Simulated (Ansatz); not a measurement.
# GeH6O4Si: basis-set convergence

Aim: see how fast density functionals converge with the basis set for GeH6O4Si.

The runs use Ansatz 0.2.0, Gaussian basis; one geometry, several basis sets.

Levels to be run: PBE0-D4/def2-SVP; ωB97M-V/def2-SVP; PBE0-D4/def2-QZVPP; ωB97M-V/def2-QZVPP; the functionals' def2-TZVPP values are taken from earlier runs.

**1. The relaxed structure**

All runs share one geometry, relaxed beforehand with PBE0-D4 in a triple-zeta def2 set.

SMILES `O[Si](O)(O)[O][GeH3]`, 12 atoms, charge 0, spin multiplicity 1.

Atoms are counted from 1 here; the program's logs count them from 0.

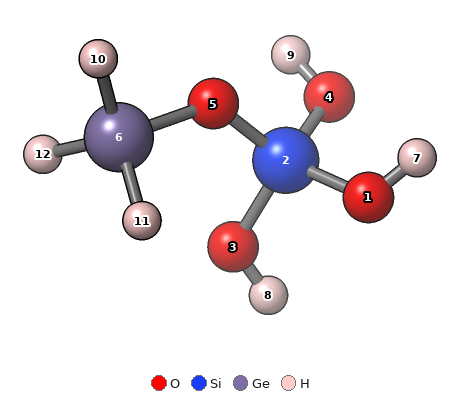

The structure; oxygen red, silicon blue, germanium purple, hydrogen pink; atoms are numbered from 1 in the order of the file.

As a file:

```tsv
atom	x (Å)	y (Å)	z (Å)
O1	-1.8937	-0.8645	-0.5300
Si2	-0.7535	-0.2914	0.4873
O3	0.2569	-1.5346	0.8097
O4	-1.5598	0.2908	1.7846
O5	0.1755	0.8869	-0.1150
Ge6	1.6656	0.8251	-1.0926
H7	-2.7224	-0.3843	-0.5534
H8	-0.1432	-2.3938	0.9482
H9	-1.0907	0.9215	2.3320
H10	1.7642	2.2080	-1.7495
H11	1.5318	-0.2882	-2.1413
H12	2.8464	0.5696	-0.1460
```

**2. PBE0-D4 in def2-SVP**

Input file in.yaml:

```yaml
crystal:
  periodic: [false, false, false]
  atoms:
    - {symbol: O, position_ang: [-1.893729, -0.864539, -0.529983]}
    - {symbol: Si, position_ang: [-0.753543, -0.291443, 0.487332]}
    - {symbol: O, position_ang: [0.256915, -1.534632, 0.809678]}
    - {symbol: O, position_ang: [-1.559812, 0.290767, 1.784606]}
    - {symbol: O, position_ang: [0.175497, 0.886920, -0.114978]}
    - {symbol: Ge, position_ang: [1.665590, 0.825099, -1.092634]}
    - {symbol: H, position_ang: [-2.722362, -0.384317, -0.553445]}
    - {symbol: H, position_ang: [-0.143213, -2.393848, 0.948242]}
    - {symbol: H, position_ang: [-1.090674, 0.921490, 2.331974]}
    - {symbol: H, position_ang: [1.764173, 2.208012, -1.749522]}
    - {symbol: H, position_ang: [1.531759, -0.288239, -2.141295]}
    - {symbol: H, position_ang: [2.846399, 0.569630, -0.145974]}
basis:
  gaussian: {orbitals: def2-SVP}
hamiltonian: {xc: pbe0, dispersion: d4}
output: {orbitals: {seedname: orbitals}}
```

The run is started by

```console
ansatz run in.yaml --threads 4 --pin off --events-out ev --progress --plain --max-ram 11315MiB
```

Log:

```text
Functional definition: PBE0
  name "PBE0"
  cite "Adamo & Barone, J. Chem. Phys. 110, 6158 (1999) doi:10.1063/1.478522"
  cite "Perdew, Burke & Ernzerhof, Phys. Rev. Lett. 77, 3865 (1996) doi:10.1103/PhysRevLett.77.3865"
  parent pbe
  parameter a = 0.25
  parameter kappa = 0.804
  parameter beta = 0.06672455060314922
  exchange = (1 - a)*pbe_x(kappa = kappa, mu = beta*pi^2/3) + a*exact_x
  correlation = pbe_c(beta = beta)
1304 factors; integrals over basis functions are off by at most 1.4e-3 eV
mean field evaluation 1: about -72639.9558 eV, gradient 8.5e1 eV
mean field evaluation 2: about -72628.1425 eV, gradient 1.2e2 eV
mean field evaluation 4: about -72651.9156 eV, gradient 4.9e0 eV
mean field evaluation 8: about -72652.0734 eV, gradient 1.4e-1 eV
mean field evaluation 16: about -72652.0734 eV, gradient 5.8e-5 eV
mean field -72652.07340391 eV, -2669.9144522495 hartree, gradient 5.8e-5 eV, S^2 0.000000; 0 other end points of the search recorded, 0 dependent functions left out
reference -72652.07343438 eV, -2669.9144533694 hartree; 42, 42 occupied and 94, 94 virtual orbitals, 1304 factors
Total energy: -72652.32218487 eV, -2669.9235947812 hartree
```

It took 1.6 s on 4 threads of Intel Xeon 6975P-C, shared host; peak memory 0.35 GiB.

**3. ωB97M-V in def2-SVP**

in.yaml: that of step 2 with these lines changed.

```diff
@@ -17,3 +17,3 @@
   gaussian: {orbitals: def2-SVP}
-hamiltonian: {xc: pbe0, dispersion: d4}
+hamiltonian: {xc: {name: wB97M-V}}
 output: {orbitals: {seedname: orbitals}}
```

Launched as before.

Log, shortened:

```text
Functional definition: wB97M-V
  name "wB97M-V"
  cite "Mardirossian & Head-Gordon, J. Chem. Phys. 144, 214110 (2016) doi:10.1063/1.4952647"
  cite "Becke, J. Chem. Phys. 107, 8554 (1997) doi:10.1063/1.475007"
  cite "Vydrov & Van Voorhis, J. Chem. Phys. 133, 244103 (2010) doi:10.1063/1.3521275"
  # Of w^i u^j: cxij and so on, Table III.
[...]
  gx(w, u) = 1 - cx + cx01*u + cx10*w
  gss(w, u) = css00 + css04*u^4 + css10*w + css20*w^2 + css43*w^4*u^3
  gos(w, u) = cos00 + cos10*w + (cos20 + cos21*u)*w^2 + (cos60 + cos61*u)*w^6
[...]
      + integral(e_c_pw_mod_opposite_spin*gos(b97_w_opposite, b97_u_opposite)) + vv10(b, c)
1304 factors; integrals over basis functions are off by at most 1.4e-3 eV
359 factors; integrals over basis functions are off by at most 6.2e-6 eV
[...]
mean field -72665.15221390 eV, -2670.3950896516 hartree, gradient 1.6e-5 eV, S^2 0.000000; 0 other end points of the search recorded, 0 dependent functions left out
reference -72665.15226198 eV, -2670.3950914185 hartree; 42, 42 occupied and 94, 94 virtual orbitals, 1304 factors
Total energy: -72665.15226198 eV, -2670.3950914185 hartree
```

Wall time 4.9 s (4 threads of Intel Xeon 6975P-C, shared host); peak memory 0.51 GiB.

**4. PBE0-D4 in def2-QZVPP**

in.yaml: that of step 3 with these lines changed.

```diff
@@ -16,4 +16,4 @@
 basis:
-  gaussian: {orbitals: def2-SVP}
-hamiltonian: {xc: {name: wB97M-V}}
+  gaussian: {orbitals: "def2-QZVPP.json"}
+hamiltonian: {xc: pbe0, dispersion: d4}
 output: {orbitals: {seedname: orbitals}}
```

Launched as before.

Log:

```text
Functional definition: PBE0
  name "PBE0"
  cite "Adamo & Barone, J. Chem. Phys. 110, 6158 (1999) doi:10.1063/1.478522"
  cite "Perdew, Burke & Ernzerhof, Phys. Rev. Lett. 77, 3865 (1996) doi:10.1103/PhysRevLett.77.3865"
  parent pbe
  parameter a = 0.25
  parameter kappa = 0.804
  parameter beta = 0.06672455060314922
  exchange = (1 - a)*pbe_x(kappa = kappa, mu = beta*pi^2/3) + a*exact_x
  correlation = pbe_c(beta = beta)
2029 factors; their error is unknown
mean field evaluation 1: about -72660.0994 eV, gradient 1.0e2 eV
mean field evaluation 2: about -72638.9618 eV, gradient 1.5e2 eV
mean field evaluation 4: about -72674.6817 eV, gradient 9.3e0 eV
mean field evaluation 8: about -72674.8116 eV, gradient 5.6e-2 eV
mean field evaluation 16: about -72674.9619 eV, gradient 9.3e-5 eV
mean field -72674.96191012 eV, -2670.7555893384 hartree, gradient 1.9e-5 eV, S^2 0.000000; 0 other end points of the search recorded, 0 dependent functions left out
reference -72674.96195234 eV, -2670.7555908900 hartree; 42, 42 occupied and 525, 525 virtual orbitals, 2029 factors
Total energy: -72675.21070283 eV, -2670.7647323018 hartree
```

Wall time 15 s (4 threads of Intel Xeon 6975P-C, shared host); peak memory 3 GiB.

**5. ωB97M-V in def2-QZVPP**

in.yaml: that of step 4 with these lines changed.

```diff
@@ -17,3 +17,3 @@
   gaussian: {orbitals: "def2-QZVPP.json"}
-hamiltonian: {xc: pbe0, dispersion: d4}
+hamiltonian: {xc: {name: wB97M-V}}
 output: {orbitals: {seedname: orbitals}}
```

The command is unchanged.

Log, shortened:

```text
Functional definition: wB97M-V
  name "wB97M-V"
  cite "Mardirossian & Head-Gordon, J. Chem. Phys. 144, 214110 (2016) doi:10.1063/1.4952647"
  cite "Becke, J. Chem. Phys. 107, 8554 (1997) doi:10.1063/1.475007"
  cite "Vydrov & Van Voorhis, J. Chem. Phys. 133, 244103 (2010) doi:10.1063/1.3521275"
  # Of w^i u^j: cxij and so on, Table III.
[...]
  gx(w, u) = 1 - cx + cx01*u + cx10*w
  gss(w, u) = css00 + css04*u^4 + css10*w + css20*w^2 + css43*w^4*u^3
  gos(w, u) = cos00 + cos10*w + (cos20 + cos21*u)*w^2 + (cos60 + cos61*u)*w^6
[...]
      + integral(e_c_pw_mod_opposite_spin*gos(b97_w_opposite, b97_u_opposite)) + vv10(b, c)
1997 factors; their error is unknown
458 factors; integrals over basis functions are off by at most 6.9e-6 eV
[...]
mean field -72688.14992333 eV, -2671.2402398847 hartree, gradient 5.9e-5 eV, S^2 0.000000; 0 other end points of the search recorded, 0 dependent functions left out
reference -72688.14999167 eV, -2671.2402423961 hartree; 42, 42 occupied and 525, 525 virtual orbitals, 1997 factors
Total energy: -72688.14999167 eV, -2671.2402423961 hartree
```

Run time: 29 s. Hardware: 4 threads of Intel Xeon 6975P-C, shared host; peak memory 3.1 GiB.

**6. Density functionals: the series**

The def2-TZVPP values come from earlier runs at the same geometry.

```tsv
functional	basis	functions	energy (eV)	from the largest (eV)	HOMO (eV)	LUMO (eV)
PBE0-D4	def2-SVP	136	-72652.3222	22.889	-8.47	0.47
PBE0-D4	def2-TZVPP	298	-72673.1909	2.020	-8.66	0.10
PBE0-D4	def2-QZVPP	567	-72675.2107	0.000	-8.70	-0.21
ωB97M-V	def2-SVP	136	-72665.1523	22.998	-10.80	2.29
ωB97M-V	def2-TZVPP	298	-72686.2077	1.942	-11.01	1.74
ωB97M-V	def2-QZVPP	567	-72688.1500	0.000	-11.05	1.16
```

**7. Outcome**

| quantity | value |
| --- | --- |
| PBE0-D4: double and triple zeta above quadruple | 22.89, 2.02 eV |
| ωB97M-V: double and triple zeta above quadruple | 23.00, 1.94 eV |

PBE0-D4 gains 20.87 eV from double to triple zeta, then 2.02 eV more. These are total energies; as a rule much of such shifts cancels in differences, which this series doesn't test. The LUMO of ωB97M-V is positive and keeps falling with the basis (2.29 to 1.16 eV): an unbound level that the basis holds in place.

For PBE0-D4 the largest set took about 9 times as long as the smallest (15 s against 1.6 s).
